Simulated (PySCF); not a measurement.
# SnH2F2 (SMILES [F][SnH2][F]): BHLYP/def2-SVP (core potential)

What is the vertical ionisation energy of SnH2F2 at BHLYP/def2-SVP (core potential)? Input form: a Python script.

The calculation is run with PySCF 2.14.0.

2 further runs of the same task are left out: 2 set aside as unsound or not needed.

## (1) The structure to begin with

SnH2F2 has 5 atoms, charge 0, and is taken as a singlet. As SMILES, `[F][SnH2][F]`. Geometry: relaxed at PBE0-D4/def2-TZVP.

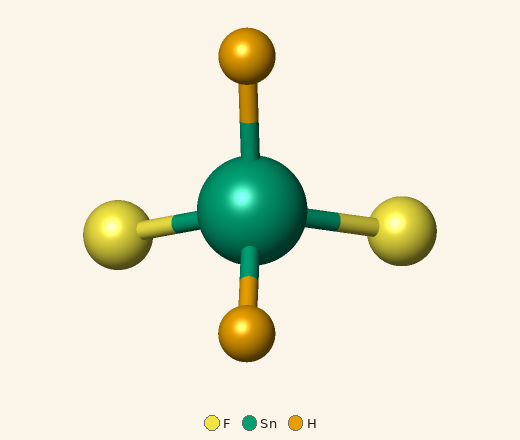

Viewed from a chosen angle; fluorine yellow, tin teal, hydrogen amber.

## (2) The energy at BHLYP/def2-SVP (core potential)

Input file calc.py:

```python
# [F][SnH2][F]
from pyscf import gto, dft

mol = gto.Mole()
mol.atom = [
    ('F', (-0.343500, -0.356300, 1.741400)),
    ('Sn', (0.128900, -0.073200, -0.086200)),
    ('F', (-1.231200, 1.110700, -0.712400)),
    ('H', (-0.087400, -1.547100, -0.889100)),
    ('H', (1.583200, 0.792100, -0.095000)),
]
mol.basis = 'def2-svp'
mol.max_memory = 1860
mol.charge = 0
mol.verbose = 3
mol.spin = 0
mol.ecp = {'Sn': 'def2-svp'}
mol.build()

mf = dft.RKS(mol)
mf.xc = 'bhandhlyp'
mf.grids.level = 5
mf.conv_tol = 1e-10
mf.kernel()
if not mf.converged:
    mf = mf.newton().run(mf.mo_coeff, mf.mo_occ)

e_tot = mf.e_tot
print('E = %.10f Eh' % e_tot)
```

Command:

```bash
$ OMP_NUM_THREADS=1 python calc.py
```

Output:

```text
converged SCF energy = -414.905297475285
E = -414.9052974753 Eh
```

Wall time 8.7 s (1 thread of Arm Neoverse V1, shared host); peak memory 0.33 GiB.

## (3) The doublet cation at the same level

Input file job.py:

```python
from pyscf import gto, dft

system = gto.Mole()
system.atom = '''
F       -0.343500      -0.356300       1.741400
Sn       0.128900      -0.073200      -0.086200
F       -1.231200       1.110700      -0.712400
H       -0.087400      -1.547100      -0.889100
H        1.583200       0.792100      -0.095000
'''
system.charge = 1
system.verbose = 3
system.basis = 'def2-svp'
system.spin = 1
system.max_memory = 1860
system.ecp = {'Sn': 'def2-svp'}
system.build()

myscf = dft.UKS(system)
myscf.xc = 'bhandhlyp'
myscf.conv_tol = 1e-10
myscf.grids.level = 5
myscf.kernel()
if not myscf.converged:
    myscf = myscf.newton().run(myscf.mo_coeff, myscf.mo_occ)

etot = myscf.e_tot
print(f'total energy: {etot:.8f} hartree')
```

Command:

```bash
$ OMP_NUM_THREADS=1 python job.py
```

Output:

```text
WARN: HOMO -0.901114742954096 >= LUMO -0.901114742954093

converged SCF energy = -414.442194131383  <S^2> = 0.7844034  2S+1 = 2.0341125
total energy: -414.44219413 hartree
```

It took 19 s on 1 thread of Arm Neoverse V1, shared host; peak memory 0.34 GiB.

## (4) What came out

At BHLYP/def2-SVP (core potential):

| quantity | value |
| --- | --- |
| singlet SnH2F2: total energy | -414.90530 Eh |
| singlet SnH2F2: dipole moment | 3.63 D |
| singlet SnH2F2: HOMO energy | -11.15 eV |
| singlet SnH2F2: LUMO energy | 0.34 eV |
| singlet SnH2F2: HOMO–LUMO gap | 11.50 eV |
| doublet cation: total energy | -414.44219 Eh |
| doublet cation: HOMO energy (highest over α and β) | -18.28 eV |
| doublet cation: LUMO energy (lowest over α and β) | -14.05 eV |
| doublet cation: ⟨S²⟩ | 0.784 |
| vertical ionisation energy (to the doublet cation) | 12.602 eV |

**Reading.** The vertical ionisation energy comes to 12.60 eV (1216 kJ/mol). The negative HOMO energy of the first species, 11.15 eV, lies 1.45 eV below that difference.
